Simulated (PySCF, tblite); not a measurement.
# C₆H₁₁F₂NSi: geometry, infrared bands and NMR shifts

Aim: predict the infrared bands and NMR shifts of C₆H₁₁F₂NSi (`F[C@@H]1CCN[Si@@H]1[C@@H]1C[C@@H]1F`).

Programs: tblite 0.8.0 and PySCF 2.14.0, with density-fitted response routines of our own. Each step states its level of theory. These are calculated values for one molecule in the gas phase, unless marked as measured. Atoms are numbered from 0 throughout.

## Step 1: The starting structure

21 atoms, charge 0, multiplicity 1; geometry from: force field or distance geometry start.

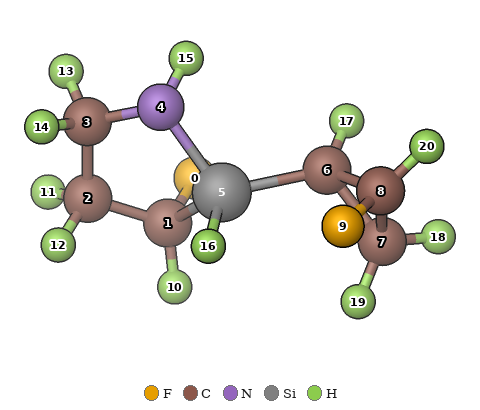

The starting geometry (fluorine amber, carbon brown, nitrogen purple, silicon grey, hydrogen green), atoms numbered.

## Step 2: Optimising the geometry with GFN2-xTB

What the job is given:

```
{"job": {"kind": "relax", "xc": "GFN2-xTB", "basis": "xTB"}, "charge": 0, "multiplicity": 1}
F     -0.957700    -1.577100    -1.320500
C     -1.126800    -1.183500    -0.008300
C     -2.388700    -0.446200     0.169800
C     -2.342000     0.922900    -0.403000
N     -1.010500     1.438700    -0.435100
Si     0.054900     0.233800     0.344500
C      1.698400     0.034300    -0.460400
C      2.689700    -0.871900     0.266700
C      2.857600     0.616300     0.341500
F      2.512900     1.146400     1.570600
H     -0.971800    -2.033300     0.683800
H     -3.241500    -0.997400    -0.324300
H     -2.678600    -0.390000     1.258700
H     -2.888500     1.014400    -1.367400
H     -2.909900     1.594900     0.306000
H     -0.757500     1.529300    -1.449000
H      0.144300     0.563800     1.770400
H      1.824700     0.029700    -1.546600
H      3.485200    -1.369800    -0.316600
H      2.398200    -1.359300     1.210800
H      3.598600     1.121000    -0.292200
```

Started as:

```
OMP_NUM_THREADS=1 python probes_run.py task.json out
```

The driver reads the jobs from task.json and runs them one after another.

**Question.** This job is followed by: GFN2-xTB harmonic vibrations, gas phase; GIAO PBE0/pcSseg-1 NMR shielding, non-relativistic, gas phase. What will the session give for the following? strongest single infrared mode (GFN2-xTB); zero-point energy (GFN2-xTB); 13C shifts against TMS (PBE0/pcSseg-1); 1H shifts against TMS (PBE0/pcSseg-1); 19F shifts against CFCl3 (PBE0/pcSseg-1); 15N shifts against NH3 (PBE0/pcSseg-1); 29Si shifts against TMS (PBE0/pcSseg-1).

As calculated:

| quantity | value |
| --- | --- |
| strongest single infrared mode (GFN2-xTB) | 2210 cm⁻¹, 312 km/mol |
| zero-point energy (GFN2-xTB) | 101.9 kcal/mol |
| 13C shifts against TMS (PBE0/pcSseg-1) | 90.4, 75.4, 47.7, 37.8, 11.7, 7.3 ppm |
| 1H shifts against TMS (PBE0/pcSseg-1) | 5.12, 4.90, 4.89, 3.73, 3.38, 2.40, 1.70, 0.95, 0.77, 0.76, 0.56 ppm |
| 19F shifts against CFCl3 (PBE0/pcSseg-1) | -230.1, -256.6 ppm |
| 15N shifts against NH3 (PBE0/pcSseg-1) | 34.8 ppm |
| 29Si shifts against TMS (PBE0/pcSseg-1) | -2.4 ppm |

**Reading.** Relaxing lowered the energy by 0.965 eV in 153 steps; the close pair that moved most is N4–Si5, from 1.787 to 1.707 Å. All 57 modes are real, so the xTB geometry is a minimum. The strongest single mode, at 2210 cm⁻¹, moves mainly H16. Unscaled tight-binding wavenumbers are off by several per cent, some by more. Its intensities can rank the bands wrongly. The most deshielded hydrogen is H10 (hydrogen on an sp3 CH bonded to F and Si), at 5.12 ppm: its carbon carries F, an electronegative neighbour. At PBE0/pcSseg-1: Shielding is most anisotropic at C8 (span 148 ppm, paramagnetic term -134 ppm).
